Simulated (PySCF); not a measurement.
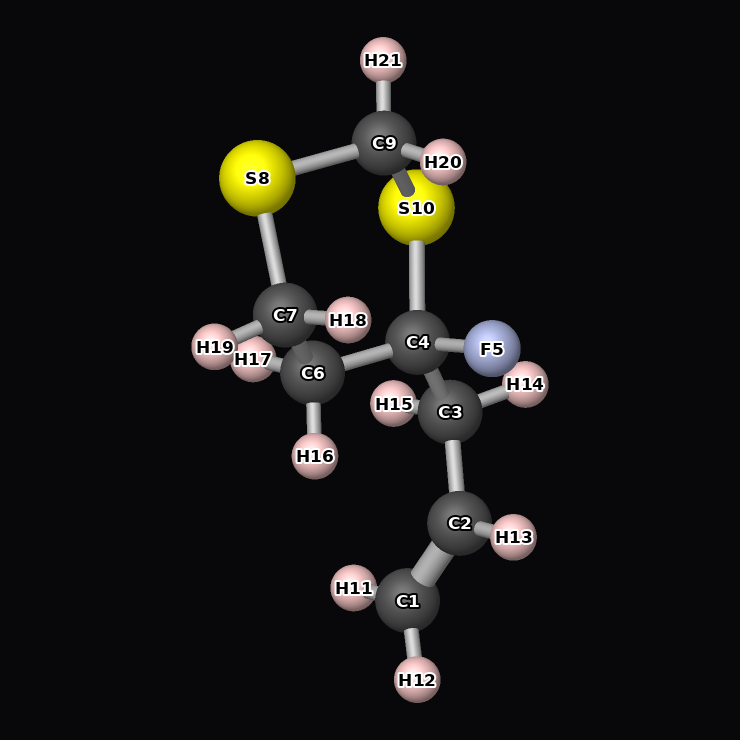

The thickness of each stick grows with its Mayer bond order. The computed structure is the end point of a GFN2-xTB optimisation. No frequency run is at hand to confirm it as a minimum. Level of theory: PBE0/pcSseg-1 (PySCF 2.14.0).

> Which bond between heavy atoms has the lowest Mayer bond order?

C4–F5, 0.83, at 1.383 Å.

List the Mayer bond orders of C1–C2, C2–C3, C3–C4, C4–F5, C4–C6, C4–S10, C6–C7, C7–S8, S8–C9, C9–S10 (bonds between heavy atoms, one of each equivalent set).

```
  bond  Mayer order  length (Å)
 C1–C2         1.97       1.319
 C2–C3         1.03       1.497
 C3–C4         1.01       1.530
 C4–F5         0.83       1.383
 C4–C6         0.94       1.527
C4–S10         1.04       1.843
 C6–C7         1.02       1.522
 C7–S8         1.00       1.823
 S8–C9         0.99       1.808
C9–S10         0.96       1.816
```
